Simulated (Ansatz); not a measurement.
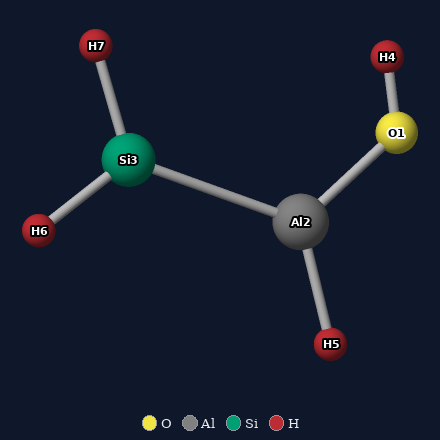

The system is AlH4OSi, SMILES [OH][AlH][SiH2], spin multiplicity 2; the picture shows the reference structure. The first coordinate is: umbrella angle at Si3 (between each of its bonds and their common axis; 90 is planar); the second: change of the bonds Si3–Al2, Si3–H6, Si3–H7, all alike. Nothing is relaxed (all other coordinates rigid). Grid: 9 × 9 points; 76 points were computed and 5 follow by symmetry. Points are written as (first, second). Energies are in kJ/mol, from the lowest grid point. Level of theory: Ansatz 0.2.0, UKS PBE0-D4/def2-TZVP.

Its coordinates:

```yaml
atoms:
  - { symbol: O, position_ang: [-1.6940, -0.6171, -1.1221] }
  - { symbol: Al, position_ang: [-0.3475, 0.3854, -0.8819] }
  - { symbol: Si, position_ang: [1.0260, 0.0876, 1.0443] }
  - { symbol: H, position_ang: [-1.9577, -1.3173, -0.5281] }
  - { symbol: H, position_ang: [-0.0609, 1.4916, -1.9675] }
  - { symbol: H, position_ang: [2.2261, 0.9062, 1.3553] }
  - { symbol: H, position_ang: [0.8081, -0.9364, 2.1000] }
```

Range: umbrella angle at Si3 (between each of its bonds and their common axis; 90 is planar) from 66 to 114°; change of the bonds Si3–Al2, Si3–H6, Si3–H7, all alike from −0.196 to 0.304 Å.

Q: What will the energy surface look like?

A: The lowest grid point is at (90°, −0.009 Å). The highest grid point, (114°, −0.196 Å), lies 152 kJ/mol above the lowest.

| second ↓, first → | 66 | 72 | 78 | 84 | 90 | 96 | 102 | 108 | 114 |
| --- | --- | --- | --- | --- | --- | --- | --- | --- | --- |
| 0.304 | 125 | 121 | 125 | 131 | 134 | 131 | 125 | 121 | 125 |
| 0.241 | 88 | 83 | 85 | 89 | 92 | 89 | 85 | 83 | 88 |
| 0.179 | 58 | 51 | 50 | 53 | 55 | 53 | 50 | 51 | 58 |
| 0.116 | 34 | 25 | 23 | 24 | 25 | 24 | 23 | 25 | 34 |
| 0.054 | 21 | 10 | 6 | 6 | 6 | 6 | 6 | 10 | 21 |
| −0.009 | 21 | 9 | 2 | 0 | 0 | 0 | 2 | 9 | 21 |
| −0.071 | 39 | 25 | 17 | 13 | 12 | 13 | 17 | 25 | 39 |
| −0.134 | 81 | 65 | 55 | 49 | 48 | 49 | 55 | 65 | 81 |
| −0.196 | 152 | 133 | 122 | 115 | 113 | 115 | 122 | 133 | 152 |

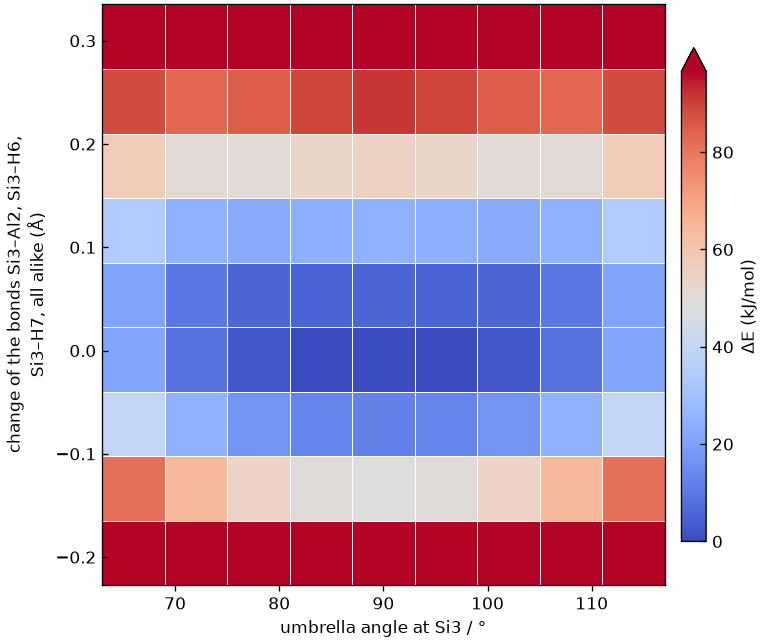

The picture shows one coloured cell a grid point, one colour for all values above the top of the scale.

Time for the 76 points that were run: 8.2 min on 1 thread of Arm Neoverse V2 (shared host).
